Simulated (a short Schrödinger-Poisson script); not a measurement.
Structure: MOS inversion layer, Si3N4 on p-type Si(100), at 300 K.

```tsv
layer	material	thickness (nm)	Na (cm⁻³)
1	Si3N4	2.8	-
2	Si	260	2.7e18
```

Constants are typed, rounded textbook-type inputs, not results; the design itself was drawn at random and stands for no fabricated device. Si3N4: permittivity 7.5, conduction-band edge (eV) 1.95, gap (eV) 5.1, electron mass (mₑ) 0.5. Si: permittivity 11.7, conduction-band edge (eV) 0, gap (eV) 1.124, Nv at 300 K (cm⁻³) 3.1e19.

Channel valleys (confinement mass, in-plane density-of-states mass, number): Δ2 0.916, 0.19, 2; Δ4 0.19, 0.417, 4. At the gate the conduction-band edge of layer 1 lies 2.55 eV − eVg above the Fermi level of the channel; the field vanishes at the back. Gaps are held at their typed values at every temperature. Mesh 0.03 nm at interfaces.

Solved with a short Schrödinger-Poisson script written for these runs: 1D Poisson equation in equilibrium, electrons quantum, Hartree (BenDaniel-Duke, 12 states a valley, the channel's in-plane mass for all, wave functions free to enter the dielectric), parabolic valleys, classical holes, full ionisation, no traps, pinning or gate leakage.

Only gate voltages with over 1e8 electrons/cm² are shown.

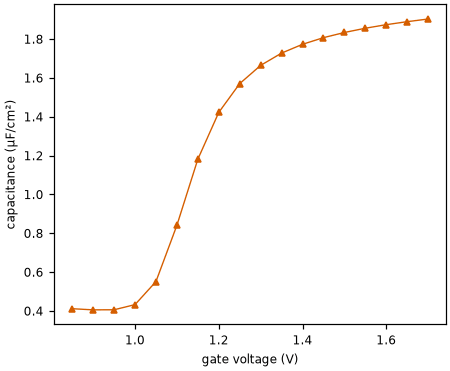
Quasi-static capacitance against gate voltage

```tsv
Vg (V)	electrons (cm⁻²)	C (μF/cm²)	Δ2 E0 (meV)	Δ2 E1 (meV)	Δ4 E0 (meV)	Δ4 E1 (meV)
0.85	1.22e8	0.412	276.0	387.2	347.9	529.5
0.95	2.49e9	0.406	197.5	312.5	271.4	459.8
1.05	4.73e10	0.551	120.9	239.5	196.6	391.3
1.15	4.13e11	1.18	63.8	185.8	141.3	340.9
1.25	1.22e12	1.57	33.8	159.2	113.1	316.2
1.35	2.21e12	1.73	15.8	144.5	96.8	302.8
1.45	3.30e12	1.81	2.8	134.7	85.5	294.0
1.55	4.43e12	1.86	-7.6	127.6	76.7	287.7
1.65	5.59e12	1.89	-16.5	121.9	69.4	282.8
```

Subbands count from the Fermi level.
